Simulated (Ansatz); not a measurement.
# C₂H₉BN₂: from a rough start to a minimum

The task is to find a stationary geometry of C₂H₉BN₂, then compute its harmonic vibrations to see whether it is a minimum and to get the zero-point energy and entropy.

The runs use Ansatz 0.2.0, Gaussian basis; RKS PBE0-D4/def2-TZVP.

Plan: relaxation at PBE-D4/def2-SVP; relaxation at PBE0-D4/def2-TZVP; harmonic vibrations at the same level.

1 further run of the same task is left out (set aside as unsound or not needed).

## (1) Starting geometry

SMILES `CN(C)BN`, 14 atoms, charge 0, spin multiplicity 1.

Atoms are counted from 1 here; the program's logs count them from 0.

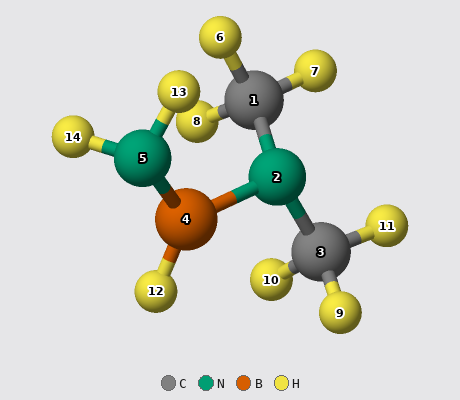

Start geometry, drawn with carbon grey, nitrogen teal, boron orange, hydrogen yellow; atoms are numbered from 1 in the order of the file.

Coordinates:

```mol
C2H9BN2
  3D, bonds by distance, orders not assigned

 14 13  0  0  0  0  0  0  0  0999 V2000
   -0.6620   -0.2539    1.1658 C   0  0
   -0.1151   -0.5460   -0.1475 N   0  0
    1.0794   -1.3309    0.0422 C   0  0
    0.2881    0.7608   -0.9218 B   0  0
   -0.8991    1.5788   -1.5518 N   0  0
   -1.6642    0.3611    1.0125 H   0  0
   -0.9326   -1.1373    1.7125 H   0  0
    0.0182    0.4215    1.7711 H   0  0
    1.5652   -1.5898   -0.8819 H   0  0
    1.8671   -0.7744    0.6837 H   0  0
    0.8586   -2.2829    0.5987 H   0  0
    1.3567    1.0742   -1.0995 H   0  0
   -1.8637    1.1634   -1.3166 H   0  0
   -0.9096    2.5260   -1.0385 H   0  0
  1  2  8  0
  2  3  8  0
  2  4  8  0
  4  5  8  0
  1  6  8  0
  1  7  8  0
  1  8  8  0
  3  9  8  0
  3 10  8  0
  3 11  8  0
  4 12  8  0
  5 13  8  0
  5 14  8  0
M  END
```

The start is a force-field geometry with small random shifts, so a cheaper pass at PBE-D4/def2-SVP comes first.

## (2) Geometry optimisation, PBE-D4/def2-SVP (cheap first pass)

in.yaml reads:

```yaml
crystal:
  periodic: [false, false, false]
  atoms:
    - {symbol: C, position_ang: [-0.662000, -0.253900, 1.165800]}
    - {symbol: N, position_ang: [-0.115100, -0.546000, -0.147500]}
    - {symbol: C, position_ang: [1.079400, -1.330900, 0.042200]}
    - {symbol: B, position_ang: [0.288100, 0.760800, -0.921800]}
    - {symbol: N, position_ang: [-0.899100, 1.578800, -1.551800]}
    - {symbol: H, position_ang: [-1.664200, 0.361100, 1.012500]}
    - {symbol: H, position_ang: [-0.932600, -1.137300, 1.712500]}
    - {symbol: H, position_ang: [0.018200, 0.421500, 1.771100]}
    - {symbol: H, position_ang: [1.565200, -1.589800, -0.881900]}
    - {symbol: H, position_ang: [1.867100, -0.774400, 0.683700]}
    - {symbol: H, position_ang: [0.858600, -2.282900, 0.598700]}
    - {symbol: H, position_ang: [1.356700, 1.074200, -1.099500]}
    - {symbol: H, position_ang: [-1.863700, 1.163400, -1.316600]}
    - {symbol: H, position_ang: [-0.909600, 2.526000, -1.038500]}
basis:
  gaussian: {orbitals: def2-SVP}
hamiltonian: {xc: pbe, dispersion: d4}
relax: {f_tol: 0.03, max_steps: 200}
```

Log, shortened:

```text
Functional definition: PBE
  name "PBE"
  cite "Perdew, Burke & Ernzerhof, Phys. Rev. Lett. 77, 3865 (1996) doi:10.1103/PhysRevLett.77.3865"
  parent pbe
[...]
1336 factors; their error is unknown
[...]
mean field -5864.83860555 eV, -215.5288434237 hartree, gradient 9.2e-6 eV, S^2 0.000000; 0 other end points of the search recorded, 0 dependent functions left out
[...]
reference -5864.83864118 eV, -215.5288447330 hartree; 20, 20 occupied and 95, 95 virtual orbitals, 1336 factors
relax step   1: F+E_penalty+E_count = -5865.08427469 eV  Δ(F+E_penalty+E_count) = +0.000e0 eV  max|allowed force component| = 6.495e0 eV/Å  Δτ_max = 0.0000 Å  (30 SCF iters, accepted)
[...]
relax step   4: F+E_penalty+E_count = -5866.53775250 eV  Δ(F+E_penalty+E_count) = -2.075e-1 eV  max|allowed force component| = 1.763e0 eV/Å  Δτ_max = 0.2000 Å  (29 SCF iters, accepted)
[...]
relax step   7: F+E_penalty+E_count = -5866.93562534 eV  Δ(F+E_penalty+E_count) = -9.020e-2 eV  max|allowed force component| = 1.560e-1 eV/Å  Δτ_max = 0.2000 Å  (37 SCF iters, accepted)
[...]
relax step  10: F+E_penalty+E_count = -5866.96337282 eV  Δ(F+E_penalty+E_count) = -2.348e-3 eV  max|allowed force component| = 1.301e-1 eV/Å  Δτ_max = 0.0463 Å  (29 SCF iters, accepted)
[...]
relax step  11: F+E_penalty+E_count = -5866.96397736 eV  Δ(F+E_penalty+E_count) = -6.045e-4 eV  max|allowed force component| = 6.714e-2 eV/Å  Δτ_max = 0.0191 Å  (30 SCF iters, accepted)
[...]
reference -5866.71970682 eV, -215.5979726203 hartree; 20, 20 occupied and 95, 95 virtual orbitals, 1336 factors
Total energy: -5866.96439102 eV, -215.6069645988 hartree
Atom 0 at    -0.733430    -0.273335     1.185686 Å, force     0.000780    -0.000307    -0.000511 eV/Å
Atom 1 at     0.213348    -0.217763     0.094464 Å, force    -0.001206    -0.002117    -0.002147 eV/Å
Atom 2 at     1.278925    -1.191322     0.199234 Å, force    -0.002425    -0.001010    -0.000663 eV/Å
Atom 3 at     0.114130     0.675968    -1.014589 Å, force     0.003393     0.003522     0.002142 eV/Å
Atom 4 at    -0.932769     1.617870    -1.193567 Å, force    -0.000485    -0.001367     0.000737 eV/Å
Atom 5 at    -1.483304     0.537694     1.111165 Å, force    -0.000413    -0.000136     0.000963 eV/Å
Atom 6 at    -1.287492    -1.242359     1.214825 Å, force     0.001416    -0.000956     0.000076 eV/Å
Atom 7 at    -0.226136    -0.162294     2.173138 Å, force    -0.000694     0.001681     0.000307 eV/Å
Atom 8 at     1.968510    -1.090937    -0.659587 Å, force     0.000118     0.000976    -0.000187 eV/Å
Atom 9 at     1.869985    -1.059929     1.137313 Å, force    -0.000329     0.000711     0.000351 eV/Å
Atom 10 at     0.889092    -2.237812     0.208578 Å, force    -0.000058    -0.001068     0.000444 eV/Å
Atom 11 at     0.989984     0.627475    -1.863372 Å, force     0.000187    -0.000217    -0.000724 eV/Å
Atom 12 at    -1.729459     1.742213    -0.570458 Å, force     0.000582     0.001166    -0.000079 eV/Å
Atom 13 at    -0.944385     2.245131    -1.993930 Å, force    -0.000867    -0.000879    -0.000708 eV/Å
Dipole moment:    -0.246813     0.075741     0.147856 e Å
```

Run time: 16 s. Hardware: 4 threads, shared host.

Step by step:

```
step  energy from step 1 (eV)  largest force component (eV/Å)
   1                   0.0000                          6.4950
   2                  -0.9424                          2.3550
   3                  -1.2460                          2.9760
   4                  -1.4535                          1.7630
   5                  -1.6286                          0.5216
   6                  -1.7612                          0.3291
   7                  -1.8514                          0.1560
   8                  -1.8757                          0.1910
   9                  -1.8767                          0.2368
  10                  -1.8791                          0.1301
  11                  -1.8797                          0.0671
  12                  -1.8801                          0.0035
```

Close pairs (by a distance rule), those that changed most:

```
  bond  before (Å)  after (Å)  change (Å)
 B4–N5       1.573      1.420      -0.154
 N2–B4       1.572      1.428      -0.144
B4–H12       1.128      1.221      +0.093
 C1–H6       1.186      1.107      -0.079
N5–H14       1.077      1.017      -0.060
N5–H13       1.076      1.019      -0.057
 C1–H7       1.074      1.117      +0.043
C3–H10       1.158      1.117      -0.042
```

## (3) Geometry optimisation, PBE0-D4/def2-TZVP

in.yaml reads:

```yaml
crystal:
  periodic: [false, false, false]
  atoms:
    - {symbol: C, position_ang: [-0.733430, -0.273335, 1.185686]}
    - {symbol: N, position_ang: [0.213348, -0.217763, 0.094464]}
    - {symbol: C, position_ang: [1.278925, -1.191322, 0.199234]}
    - {symbol: B, position_ang: [0.114130, 0.675968, -1.014589]}
    - {symbol: N, position_ang: [-0.932769, 1.617870, -1.193567]}
    - {symbol: H, position_ang: [-1.483304, 0.537694, 1.111165]}
    - {symbol: H, position_ang: [-1.287492, -1.242359, 1.214825]}
    - {symbol: H, position_ang: [-0.226136, -0.162294, 2.173138]}
    - {symbol: H, position_ang: [1.968510, -1.090937, -0.659587]}
    - {symbol: H, position_ang: [1.869985, -1.059929, 1.137313]}
    - {symbol: H, position_ang: [0.889092, -2.237812, 0.208578]}
    - {symbol: H, position_ang: [0.989984, 0.627475, -1.863372]}
    - {symbol: H, position_ang: [-1.729459, 1.742213, -0.570458]}
    - {symbol: H, position_ang: [-0.944385, 2.245131, -1.993930]}
basis:
  gaussian: {orbitals: def2-TZVP}
hamiltonian: {xc: pbe0, dispersion: d4}
relax: {f_tol: 0.005, max_steps: 150}
```

Log, shortened:

```text
Functional definition: PBE0
  name "PBE0"
  cite "Adamo & Barone, J. Chem. Phys. 110, 6158 (1999) doi:10.1063/1.478522"
  cite "Perdew, Burke & Ernzerhof, Phys. Rev. Lett. 77, 3865 (1996) doi:10.1103/PhysRevLett.77.3865"
  parent pbe
[...]
1235 factors; their error is unknown
[...]
mean field -5874.05377057 eV, -215.8674944917 hartree, gradient 1.8e-5 eV, S^2 0.000000; 0 other end points of the search recorded, 0 dependent functions left out
[...]
reference -5874.05380612 eV, -215.8674957981 hartree; 20, 20 occupied and 189, 189 virtual orbitals, 1235 factors
relax step   1: F+E_penalty+E_count = -5874.25880848 eV  Δ(F+E_penalty+E_count) = +0.000e0 eV  max|allowed force component| = 5.411e-1 eV/Å  Δτ_max = 0.0000 Å  (28 SCF iters, accepted)
[...]
Atom 4 at    -0.912194     1.623881    -1.173417 Å, force    -0.003074     0.000722     0.001364 eV/Å
Atom 5 at    -1.518774     0.465528     1.064014 Å, force     0.002660    -0.002787     0.000299 eV/Å
Atom 6 at    -1.216879    -1.266322     1.235014 Å, force     0.001969     0.003511    -0.000164 eV/Å
Atom 7 at    -0.235506    -0.101394     2.135667 Å, force    -0.001697    -0.000560    -0.003234 eV/Å
Atom 8 at     1.940841    -1.093508    -0.653147 Å, force    -0.000019    -0.000109    -0.000109 eV/Å
Atom 9 at     1.846717    -1.033201     1.117127 Å, force     0.000123    -0.000007    -0.000136 eV/Å
Atom 10 at     0.878679    -2.212814     0.221417 Å, force    -0.000139     0.000423     0.000150 eV/Å
Atom 11 at     0.963824     0.607101    -1.850366 Å, force    -0.000215     0.000127    -0.000251 eV/Å
Atom 12 at    -1.680761     1.772180    -0.544875 Å, force     0.001152    -0.000417    -0.000646 eV/Å
Atom 13 at    -0.924299     2.233429    -1.969264 Å, force     0.001049    -0.000744    -0.000344 eV/Å
Dipole moment:    -0.195293     0.041465     0.154043 e Å
```

Wall time 40 s (4 threads, shared host); peak memory 0.51 GiB.

Relaxation path:

```
step  energy from step 1 (eV)  largest force component (eV/Å)
   1                   0.0000                          0.5411
   2                  -0.0525                          0.1611
   3                  -0.0570                          0.0235
   4                  -0.0570                          0.0092
   5                  -0.0571                          0.0031
   6                  -0.0571                          0.0075
   7                  -0.0571                          0.0092
   8                  -0.0571                          0.0136
   9                  -0.0572                          0.0132
  10                  -0.0571                          0.0144
  11                  -0.0572                          0.0147
  12                  -0.0572                          0.0068
  13                  -0.0572                          0.0046
```

The force was under the threshold of 0.005 eV/Å already at step 5, but the program went on to step 13.

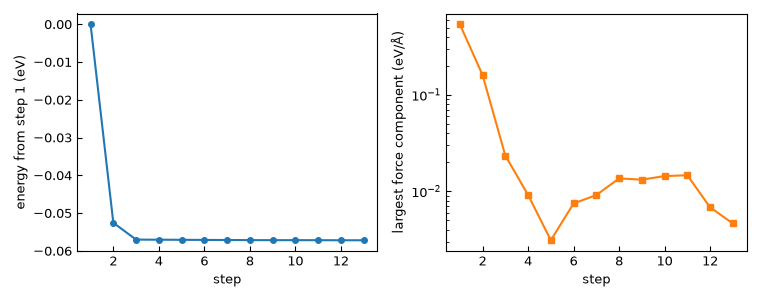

Energy and force, step by step.

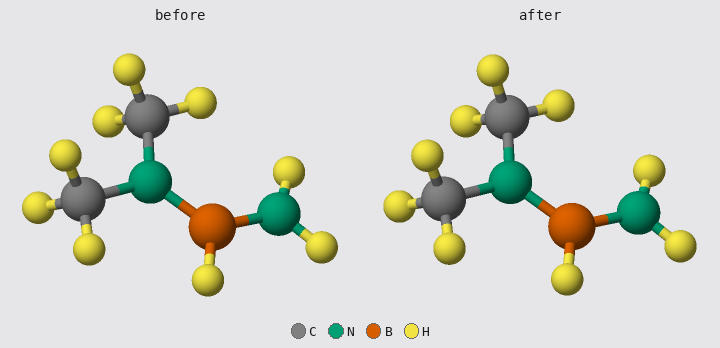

The geometry before (left) and after (right).

Close pairs (by a distance rule), those that changed most:

```
  bond  before (Å)  after (Å)  change (Å)
B4–H12       1.221      1.200      -0.020
 C1–H7       1.117      1.098      -0.018
C3–H11       1.117      1.099      -0.018
C3–H10       1.117      1.099      -0.018
 C1–H8       1.116      1.098      -0.018
 C1–H6       1.107      1.090      -0.017
 N2–B4       1.428      1.411      -0.017
 C3–H9       1.106      1.089      -0.017
```

Mulliken charges at the end point, from the run's report:

C1 -0.29; N2 -0.06; C3 -0.29; B4 0.05; N5 -0.54; H6 0.10; H7 0.12; H8 0.12; H9 0.14; H10 0.11; H11 0.11; H12 -0.03; H13 0.22; H14 0.24

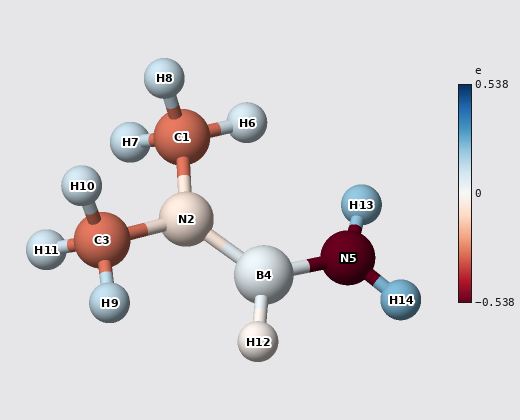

Mulliken charges at the end point, from the run's report, as colours on the atoms.

## (4) Vibrations by finite differences

in.yaml reads:

```yaml
crystal:
  periodic: [false, false, false]
  atoms:
    - {symbol: C, position_ang: [-0.733371, -0.282122, 1.173700]}
    - {symbol: N, position_ang: [0.201113, -0.223927, 0.083252]}
    - {symbol: C, position_ang: [1.265948, -1.185026, 0.197106]}
    - {symbol: B, position_ang: [0.111662, 0.666796, -1.007328]}
    - {symbol: N, position_ang: [-0.912194, 1.623881, -1.173417]}
    - {symbol: H, position_ang: [-1.518774, 0.465528, 1.064014]}
    - {symbol: H, position_ang: [-1.216879, -1.266322, 1.235014]}
    - {symbol: H, position_ang: [-0.235506, -0.101394, 2.135667]}
    - {symbol: H, position_ang: [1.940841, -1.093508, -0.653147]}
    - {symbol: H, position_ang: [1.846717, -1.033201, 1.117127]}
    - {symbol: H, position_ang: [0.878679, -2.212814, 0.221417]}
    - {symbol: H, position_ang: [0.963824, 0.607101, -1.850366]}
    - {symbol: H, position_ang: [-1.680761, 1.772180, -0.544875]}
    - {symbol: H, position_ang: [-0.924299, 2.233429, -1.969264]}
basis:
  gaussian: {orbitals: def2-TZVP}
hamiltonian: {xc: pbe0, dispersion: d4}
phonons: {temperatures: {t_min: 298.15, t_max: 900, t_step: 200}}
```

Log, shortened:

```text
Functional definition: PBE0
  name "PBE0"
  cite "Adamo & Barone, J. Chem. Phys. 110, 6158 (1999) doi:10.1063/1.478522"
  cite "Perdew, Burke & Ernzerhof, Phys. Rev. Lett. 77, 3865 (1996) doi:10.1103/PhysRevLett.77.3865"
  parent pbe
[...]
1235 factors; their error is unknown
[...]
mean field -5874.10969433 eV, -215.8695496521 hartree, gradient 1.9e-5 eV, S^2 0.000000; 0 other end points of the search recorded, 0 dependent functions left out
[...]
reference -5874.10972950 eV, -215.8695509445 hartree; 20, 20 occupied and 189, 189 virtual orbitals, 1235 factors
[...]
1235 factors; their error is unknown
mean field -5874.10950081 eV, -215.8695425405 hartree, gradient 2.4e-6 eV, S^2 0.000000; 0 other end points of the search recorded, 0 dependent functions left out
[...]
reference -5874.10953599 eV, -215.8695438331 hartree; 20, 20 occupied and 189, 189 virtual orbitals, 1235 factors
[...]
Atom 7 at    -0.235506    -0.101394     2.135667 Å, force    -0.001698    -0.000566    -0.003240 eV/Å
Atom 8 at     1.940841    -1.093508    -0.653147 Å, force    -0.000029    -0.000102    -0.000103 eV/Å
Atom 9 at     1.846717    -1.033201     1.117127 Å, force     0.000130    -0.000009    -0.000126 eV/Å
Atom 10 at     0.878679    -2.212814     0.221417 Å, force    -0.000151     0.000458     0.000159 eV/Å
Atom 11 at     0.963824     0.607101    -1.850366 Å, force    -0.000214     0.000127    -0.000248 eV/Å
Atom 12 at    -1.680761     1.772180    -0.544875 Å, force     0.001170    -0.000426    -0.000655 eV/Å
Atom 13 at    -0.924299     2.233429    -1.969264 Å, force     0.001047    -0.000748    -0.000339 eV/Å
Dipole moment:    -0.195294     0.041466     0.154042 e Å
Vibrations: 52.13 185.28 233.48 267.21 272.50 360.63 399.41 499.76 537.41 778.96 901.24 953.78 1086.79 1087.55 1121.30 1141.45 1173.49 1258.92 1312.60 1439.47 1455.47 1469.62 1481.03 1488.63 1499.00 1559.93 1640.06 2592.46 2993.09 3001.66 3031.29 3040.83 3137.23 3144.75 3646.75 3745.41 [...]
```

Wall time 3 min (4 threads, shared host); peak memory 0.52 GiB.

Motions are named by where the mode's potential energy lies. Wavenumbers, unscaled:

```
mode  cm⁻¹                          motion
   1    52                         torsion
   2   185                         torsion
   3   233                         torsion
   4   267                         torsion
   5   273                            bend
   6   361  torsion with out-of-plane bend
   7   399                            bend
   8   500                            bend
   9   537                         torsion
  10   779             C–N and B–N stretch
  11   901                         torsion
  12   954           bend with C–N stretch
  13  1087                            bend
  14  1088               bend with torsion
  15  1121                            bend
  16  1141           bend with B–N stretch
  17  1173                            bend
  18  1259           C–N stretch with bend
  19  1313           bend with C–N stretch
  20  1439                            bend
  21  1455                            bend
  22  1470                            bend
  23  1481                            bend
  24  1489                            bend
  25  1499                            bend
  26  1560           bend with B–N stretch
  27  1640                            bend
  28  2592                     B–H stretch
  29  2993                     C–H stretch
  30  3002                     C–H stretch
  31  3031                     C–H stretch
  32  3041                     C–H stretch
  33  3137                     C–H stretch
  34  3145                     C–H stretch
  35  3647                     N–H stretch
  36  3745                     N–H stretch
```

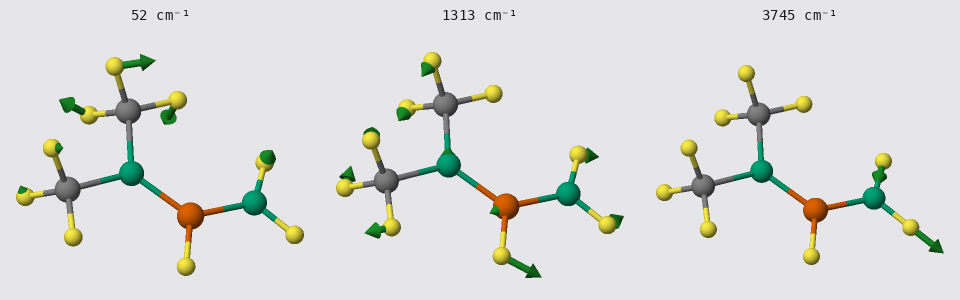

How the atoms move in 3 of the modes.

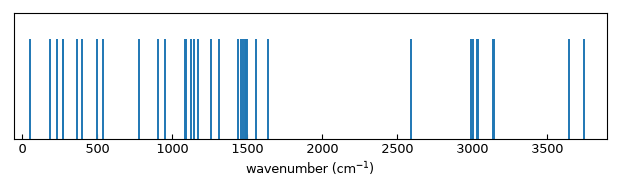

The harmonic wavenumbers as sticks (no intensities were computed).

From these modes and the moments of inertia (298.15 K, 1 bar, symmetry number 1):

```
                term            value
   zero-point energy     322.9 kJ/mol
          H(298) − E     344.1 kJ/mol
entropy, translation  162.2 J/(mol K)
   entropy, rotation  107.7 J/(mol K)
  entropy, vibration   68.1 J/(mol K)
      entropy, total  338.1 J/(mol K)
```

## (5) Summary of results

| quantity | value |
| --- | --- |
| point group | Cs |
| steps | 12 + 13 |
| shift from the start (rms) | 0.603 Å |
| total energy | -5874.3160 eV |
| dispersion term | -206 meV |
| dipole moment | 1.21 D |
| lowest, highest wavenumber | 52, 3745 cm⁻¹ |
| zero-point energy | 322.9 kJ/mol |
| entropy at 298.15 K | 338.1 J/(mol K) |

**Reading.** The relaxed geometry lies 0.60 Å (rms) from the start; the bond that changed most is B4–N5, from 1.573 to 1.411 Å. All wavenumbers are real, so the end point is a minimum. The stiffest mode, 3745 cm⁻¹, is an N–H stretch, and 2 modes under 200 cm⁻¹ make the vibrational entropy uncertain. Harmonic hybrid wavenumbers usually lie a few per cent above measured fundamentals. The largest Mulliken charge, -0.54 e, sits on N5.
